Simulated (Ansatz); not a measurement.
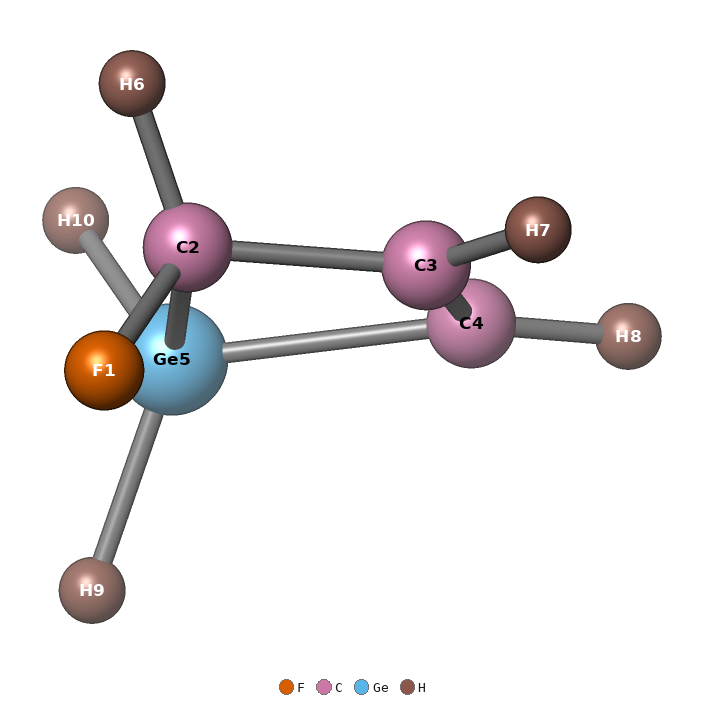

Depth is shown by fading: the farther an atom, the more it takes the colour of the background. Computed geometry: PBE0-D4/def2-TZVP optimisation. No frequency run is at hand to confirm it as a minimum.

> What is the conformation of the ring C2–C3–C4–Ge5?

It is planar. The Cremer–Pople amplitude Q is 0.06 Å.

> Give the torsion angles round the ring, beginning with the bond from its second to its third atom.

−5°, 4°, −3°, 5°.
